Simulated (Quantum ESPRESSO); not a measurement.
## Li3Os (Pm-3m): zone-centre phonons

Aim: the zone-centre modes of Li3Os (Pm-3m).

Main program and level: Quantum ESPRESSO 7.5; DFT LDA, scalar-relativistic, plane waves, PseudoDojo norm-conserving pseudopotentials.

The structure was built from a prototype and need not be the compound's stable phase.

**1. The structure**

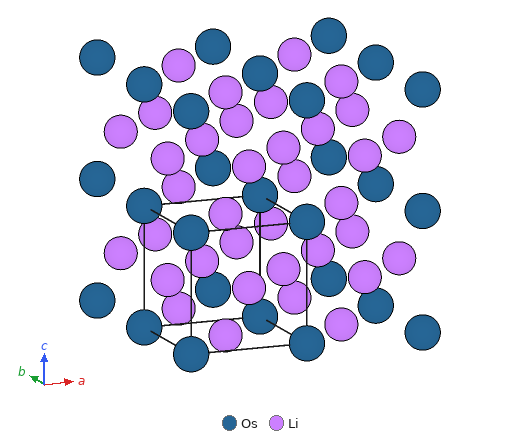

The cell as given, slightly off an axis (osmium blue, lithium purple). 2×2×2 cells are drawn. Some periodic images of atoms are drawn too.

**2. A probe with smearing**

A cheap run with smearing and empty bands tells whether the crystal has a gap, which decides between fixed occupations and smearing later on.

Input file probe.in:

```
 &control
    calculation='scf',
    prefix='x',
    outdir='./tmp',
    pseudo_dir='./pseudo',
    tprnfor=.true.,
    tstress=.true.,
    verbosity='high',
 /
 &system
    ibrav=0,
    nat=4,
    ntyp=2,
    ecutwfc=74.0,
    occupations='smearing',
    smearing='gaussian',
    degauss=0.01,
 /
 &electrons
    conv_thr=1.0d-07,
    mixing_beta=0.7,
    electron_maxstep=100,
 /
ATOMIC_SPECIES
 Os    190.2300  Os.upf
 Li      6.9400  Li.upf
CELL_PARAMETERS angstrom
     4.198639010    0.000000000    0.000000000
     0.000000000    4.198639010    0.000000000
     0.000000000    0.000000000    4.198639010
ATOMIC_POSITIONS crystal
 Os     0.000000000   0.000000000   0.000000000
 Li     0.000000000   0.500000000   0.500000000
 Li     0.500000000   0.000000000   0.500000000
 Li     0.500000000   0.500000000   0.000000000
K_POINTS automatic
 4 4 4 0 0 0
```

The run is started by

```console
> OMP_NUM_THREADS=1 mpirun -n 4 pw.x -nk 4 -in probe.in > probe.out
```

What it wrote:

```text
[banners, grids, parts of the stress and lines that vanish by symmetry left out]
Program PWSCF v.7.5
     Message from routine setup:
     using ibrav=0 with symmetry is DISCOURAGED, use correct ibrav instead
[...]
kinetic-energy cutoff     =      74.0000  Ry
     charge density cutoff     =     296.0000  Ry
     scf convergence threshold =      1.0E-07
[...]
Exchange-correlation= SLA  PW   NOGX NOGC
                           (   1   4   0   0   0   0   0)
[...]
48 Sym. Ops., with inversion, found
[...]
(     0          1          0      )
                  (     0          0          1      )
[...]
(  0.0000000  1.0000000  0.0000000 )
                  (  0.0000000  0.0000000  1.0000000 )
[...]
(     0         -1          0      )
                  (     0          0          1      )
[...]
(     1          0          0      )
[...]
( -1.0000000  0.0000000  0.0000000 )
                  (  0.0000000  1.0000000  0.0000000 )
[...]
number of k points=    10  Gaussian smearing, width (Ry)=  0.0100
[...]
End of self-consistent calculation
[...]
the Fermi energy is     4.5921 ev
!    total energy              =    -244.97498036 Ry
[...]
convergence has been achieved in   7 iterations
[...]
atom    1 type  1   force =     0.00000000    0.00000000    0.00000000
     atom    2 type  2   force =     0.00000000    0.00000000    0.00000000
     atom    3 type  2   force =     0.00000000    0.00000000    0.00000000
     atom    4 type  2   force =     0.00000000    0.00000000    0.00000000
[...]
Total force =     0.000000     Total SCF correction =     0.000000
[...]
total   stress  (Ry/bohr**3)                   (kbar)     P=     -122.14
[...]
XML data file, charge density, pseudopotentials, collected wavefunctions

   JOB DONE.
```

It took 3.5 s on 4 MPI ranks of Arm Neoverse V2, shared host; 14 s of CPU time.

Numbers from this step:

- volume per atom: 18.50 Å³
- pressure: -12.21 GPa
- gap on the k-mesh: 0 eV

No gap opens on this mesh, so smearing is kept; the start stands at -12 GPa.

**3. Relaxing the cell and atoms**

The relaxation runs at a cutoff a fifth above that of the response, since stress converges more slowly with the basis than frequencies do. Forces and stress are brought to rest with tight thresholds.

Input file relax.in:

```
 &control
    calculation='vc-relax',
    prefix='x',
    outdir='./tmp',
    pseudo_dir='./pseudo',
    tprnfor=.true.,
    tstress=.true.,
    forc_conv_thr=2.0d-05,
    etot_conv_thr=1.0d-07,
    nstep=40,
 /
 &system
    ibrav=0,
    nat=4,
    ntyp=2,
    ecutwfc=89,
    occupations='smearing',
    smearing='mv',
    degauss=0.02,
 /
 &electrons
    conv_thr=1.0d-11,
    mixing_beta=0.7,
    electron_maxstep=100,
 /
 &ions
 /
 &cell
    press_conv_thr=0.2,
 /
ATOMIC_SPECIES
 Os    190.2300  Os.upf
 Li      6.9400  Li.upf
CELL_PARAMETERS angstrom
     4.198639010    0.000000000    0.000000000
     0.000000000    4.198639010    0.000000000
     0.000000000    0.000000000    4.198639010
ATOMIC_POSITIONS crystal
 Os     0.000000000   0.000000000   0.000000000
 Li     0.000000000   0.500000000   0.500000000
 Li     0.500000000   0.000000000   0.500000000
 Li     0.500000000   0.500000000   0.000000000
K_POINTS automatic
 10 10 10 0 0 0
```

The run is started by

```console
> OMP_NUM_THREADS=1 mpirun -n 4 pw.x -nk 4 -in relax.in > relax.out
```

What it wrote:

```text
[banners, grids, parts of the stress and lines that vanish by symmetry left out]
[banner, memory and clock lines left out]
Program PWSCF v.7.5

[...]
kinetic-energy cutoff     =      89.0000  Ry
     charge density cutoff     =     356.0000  Ry
     scf convergence threshold =      1.0E-11
[...]
energy convergence thresh.=      1.0E-07
     force convergence thresh. =      2.0E-05
     press convergence thresh. =      2.0E-01
     Exchange-correlation= SLA  PW   NOGX NOGC
                           (   1   4   0   0   0   0   0)
[...]
48 Sym. Ops., with inversion, found
[...]
number of k points=    56  Marzari-Vanderbilt smearing, width (Ry)=  0.0200
[...]
End of self-consistent calculation
[...]
the Fermi energy is     4.3501 ev
!    total energy              =    -244.97551883 Ry
[...]
convergence has been achieved in  10 iterations
[...]
atom    1 type  1   force =     0.00000000    0.00000000    0.00000000
     atom    2 type  2   force =     0.00000000    0.00000000    0.00000000
     atom    3 type  2   force =     0.00000000    0.00000000    0.00000000
     atom    4 type  2   force =     0.00000000    0.00000000    0.00000000
     Total force =     0.000000     Total SCF correction =     0.000000
[...]
total   stress  (Ry/bohr**3)                   (kbar)     P=     -123.56
[...]
number of bfgs steps    =   0
[...]
CELL_PARAMETERS (angstrom)
[...]
ATOMIC_POSITIONS (crystal)
Os               0.0000000000        0.0000000000        0.0000000000
Li               0.0000000000        0.5000000000        0.5000000000
Li               0.5000000000        0.0000000000        0.5000000000
Li               0.5000000000        0.5000000000        0.0000000000
[...]
New effective cutoffs (rho, wfc):  370.33   92.85
[...]
End of self-consistent calculation
[...]
the Fermi energy is     4.8280 ev
!    total energy              =    -245.00113125 Ry
[...]
convergence has been achieved in  10 iterations
[...]
atom    1 type  1   force =     0.00000000    0.00000000    0.00000000
     atom    2 type  2   force =     0.00000000    0.00000000    0.00000000
     atom    3 type  2   force =     0.00000000    0.00000000    0.00000000
     atom    4 type  2   force =     0.00000000    0.00000000    0.00000000
     Total force =     0.000000     Total SCF correction =     0.000000
[...]
total   stress  (Ry/bohr**3)                   (kbar)     P=     -120.51
[...]
number of bfgs steps    =   1
[...]
WARNING: bfgs curvature condition failed, Theta= 0.856
[...]
CELL_PARAMETERS (angstrom)
[...]
ATOMIC_POSITIONS (crystal)
[...]
New effective cutoffs (rho, wfc):  395.37   99.12
[...]
End of self-consistent calculation
[...]
the Fermi energy is     5.6326 ev
!    total energy              =    -245.03555506 Ry
[...]
convergence has been achieved in  10 iterations
[...]
atom    1 type  1   force =     0.00000000    0.00000000    0.00000000
     atom    2 type  2   force =     0.00000000    0.00000000    0.00000000
     atom    3 type  2   force =     0.00000000    0.00000000    0.00000000
     atom    4 type  2   force =     0.00000000    0.00000000    0.00000000
     Total force =     0.000000     Total SCF correction =     0.000000
[...]
number of bfgs steps    =   4
[...]
New effective cutoffs (rho, wfc):  470.57  117.98
[...]
the Fermi energy is     8.2363 ev
!    total energy              =    -245.08352569 Ry
[...]
convergence has been achieved in   9 iterations
[...]
Total force =     0.000000     Total SCF correction =     0.000000
[...]
total   stress  (Ry/bohr**3)                   (kbar)     P=      -10.40
[...]
number of bfgs steps    =   5
[...]
New effective cutoffs (rho, wfc):  474.86  119.05
[...]
the Fermi energy is     8.3927 ev
!    total energy              =    -245.08370205 Ry
[...]
convergence has been achieved in   7 iterations
[...]
Total force =     0.000000     Total SCF correction =     0.000000
[...]
total   stress  (Ry/bohr**3)                   (kbar)     P=       -1.24
[...]
number of bfgs steps    =   6
[...]
New effective cutoffs (rho, wfc):  475.43  119.19
[...]
the Fermi energy is     8.4138 ev
!    total energy              =    -245.08370446 Ry
[...]
convergence has been achieved in   7 iterations
[...]
Total force =     0.000000     Total SCF correction =     0.000000
[...]
total   stress  (Ry/bohr**3)                   (kbar)     P=        0.03
[...]
number of bfgs steps    =   7
[...]
small trust_radius: resetting bfgs history
[...]
CELL_PARAMETERS (angstrom)
[...]
ATOMIC_POSITIONS (crystal)
[...]
New effective cutoffs (rho, wfc):  475.43  119.19
[...]
End of self-consistent calculation
[...]
the Fermi energy is     8.4136 ev
!    total energy              =    -245.08370446 Ry
[...]
convergence has been achieved in   3 iterations
[...]
atom    1 type  1   force =     0.00000000    0.00000000    0.00000000
     atom    2 type  2   force =     0.00000000    0.00000000    0.00000000
     atom    3 type  2   force =     0.00000000    0.00000000    0.00000000
     atom    4 type  2   force =     0.00000000    0.00000000    0.00000000
     Total force =     0.000000     Total SCF correction =     0.000000
[...]
total   stress  (Ry/bohr**3)                   (kbar)     P=        0.02
[...]
bfgs converged in   9 scf cycles and   8 bfgs steps
[...]
End of BFGS Geometry Optimization
     Final enthalpy           =    -245.0837044589 Ry
     File ./tmp/x.bfgs deleted, as requested
[...]
CELL_PARAMETERS (angstrom)
[...]
ATOMIC_POSITIONS (crystal)
[...]
Li               0.5000000000        0.0000000000        0.5000000000
Li               0.5000000000        0.5000000000        0.0000000000
[...]
Final scf calculation at the relaxed structure.
[...]
kinetic-energy cutoff     =      89.0000  Ry
     charge density cutoff     =     356.0000  Ry
     scf convergence threshold =      1.0E-13
[...]
press convergence thresh. =      2.0E-01
     Exchange-correlation= SLA  PW   NOGX NOGC
                           (   1   4   0   0   0   0   0)
[...]
48 Sym. Ops., with inversion, found
[...]
number of k points=    56  Marzari-Vanderbilt smearing, width (Ry)=  0.0200
[...]
End of self-consistent calculation
[...]
the Fermi energy is     8.4136 ev
!    total energy              =    -245.08365847 Ry
[...]
convergence has been achieved in  10 iterations
[...]
atom    1 type  1   force =     0.00000000    0.00000000    0.00000000
     atom    2 type  2   force =     0.00000000    0.00000000    0.00000000
     atom    3 type  2   force =     0.00000000    0.00000000    0.00000000
     atom    4 type  2   force =     0.00000000    0.00000000    0.00000000
     Total force =     0.000000     Total SCF correction =     0.000000
[...]
total   stress  (Ry/bohr**3)                   (kbar)     P=       -0.01
[...]
XML data file, charge density, pseudopotentials, collected wavefunctions
```

The job ended after 2.7 min (4 MPI ranks).

Relaxation path:

| step | energy less that of the first step (eV) | largest force (eV/Å) | pressure (GPa) | volume (Å³) |
| --- | --- | --- | --- | --- |
| 1 | 0.0000 | 0.0000 | -12.36 | 74.02 |
| 2 | -0.3485 | 0.0000 | -12.05 | 69.45 |
| 3 | -0.8168 | 0.0000 | -10.90 | 62.96 |
| 4 | -1.3274 | 0.0000 | -6.66 | 54.00 |
| 5 | -1.4061 | 0.0000 | 6.34 | 44.19 |
| 6 | -1.4695 | 0.0000 | -1.04 | 48.49 |
| 7 | -1.4719 | 0.0000 | -0.12 | 47.83 |
| 8 | -1.4719 | 0.0000 | 0.00 | 47.75 |
| 9 | -1.4719 | 0.0000 | 0.00 | 47.75 |
| 10 | -1.4713 | 0.0000 | 0.00 | 47.75 |

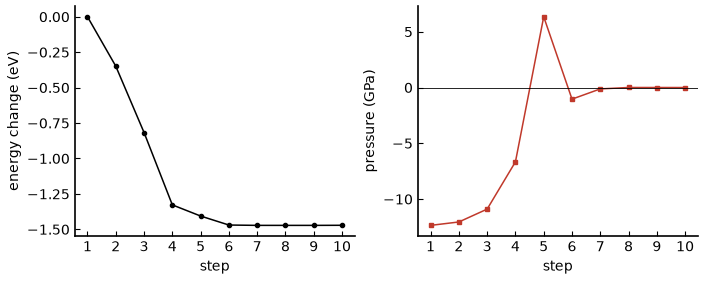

Energy and pressure along the relaxation.

| cell as run | before | after | change |
| --- | --- | --- | --- |
| a (Å) | 4.199 | 3.628 | -13.6 % |
| b (Å) | 4.199 | 3.628 | -13.6 % |
| c (Å) | 4.199 | 3.628 | -13.6 % |
| volume (Å³/atom) | 18.50 | 11.94 | -35.5 % |

Final coordinates:

```xyz
4
Lattice="3.6278 0.0000 0.0000 0.0000 3.6278 0.0000 0.0000 0.0000 3.6278" Properties=species:S:1:pos:R:3 pbc="T T T"
Os    0.0000    0.0000    0.0000
Li    0.0000    1.8139    1.8139
Li    1.8139    0.0000    1.8139
Li    1.8139    1.8139    0.0000
```

The last row of the table of steps is pw.x's closing run on a basis chosen anew for the final cell, so its energy can jump.

Read from the output:

| Quantity | Value |
| --- | --- |
| volume per atom | 11.94 Å³ |
| pressure | -0.001 GPa |

The volume changes by -35.5 % from the cell with which this run began.

**4. Ground state**

Perturbation theory inherits every error of the wavefunctions, so the threshold is set near the limit of the arithmetic. Smearing stays on, as the first look found no gap above 0.3 eV.

Input file scf.in:

```
 &control
    calculation='scf',
    prefix='x',
    outdir='./tmp',
    pseudo_dir='./pseudo',
    tprnfor=.true.,
    tstress=.true.,
 /
 &system
    ibrav=0,
    nat=4,
    ntyp=2,
    ecutwfc=74.0,
    occupations='smearing',
    smearing='mv',
    degauss=0.02,
 /
 &electrons
    conv_thr=1.0d-12,
    mixing_beta=0.7,
    electron_maxstep=100,
 /
ATOMIC_SPECIES
 Os    190.2300  Os.upf
 Li      6.9400  Li.upf
CELL_PARAMETERS angstrom
     3.627829536    0.000000000    0.000000000
     0.000000000    3.627829536    0.000000000
     0.000000000    0.000000000    3.627829536
ATOMIC_POSITIONS crystal
 Os     0.000000000   0.000000000   0.000000000
 Li     0.000000000   0.500000000   0.500000000
 Li     0.500000000   0.000000000   0.500000000
 Li     0.500000000   0.500000000   0.000000000
K_POINTS automatic
 10 10 10 0 0 0
```

The run is started by

```console
> OMP_NUM_THREADS=1 mpirun -n 4 pw.x -nk 4 -in scf.in > scf.out
```

What it wrote:

```text
[banners, grids, parts of the stress and lines that vanish by symmetry left out]
[banner, memory and clock lines left out]
Program PWSCF v.7.5

[...]
kinetic-energy cutoff     =      74.0000  Ry
     charge density cutoff     =     296.0000  Ry
     scf convergence threshold =      1.0E-12
[...]
Exchange-correlation= SLA  PW   NOGX NOGC
                           (   1   4   0   0   0   0   0)
[...]
48 Sym. Ops., with inversion, found
[...]
number of k points=    56  Marzari-Vanderbilt smearing, width (Ry)=  0.0200
[...]
End of self-consistent calculation
[...]
the Fermi energy is     8.4137 ev
!    total energy              =    -245.08359546 Ry
[...]
convergence has been achieved in  10 iterations
[...]
atom    1 type  1   force =     0.00000000    0.00000000    0.00000000
     atom    2 type  2   force =     0.00000000    0.00000000    0.00000000
     atom    3 type  2   force =     0.00000000    0.00000000    0.00000000
     atom    4 type  2   force =     0.00000000    0.00000000    0.00000000
     Total force =     0.000000     Total SCF correction =     0.000000
[...]
total   stress  (Ry/bohr**3)                   (kbar)     P=       -0.25
[...]
XML data file, charge density, pseudopotentials, collected wavefunctions
```

It took 11 s on 4 MPI ranks.

This step gave:

```yaml
pressure: -0.02500 GPa
```

The cell stands at -0.025 GPa, close enough for phonons.

(Part 1 of 2 ends here.)

[Host names and launcher messages were left out of these logs when they were recorded.]

[Logs are printed without paths, hosts, clocks, repeated set-up lines and the standing remarks that a program may print on its own settings, such as how far it seeks lower states.]

[Hosts, paths, dates, database ids (printed as entryN), source tags and the programs' standing remarks are cut or masked in the printed files.]
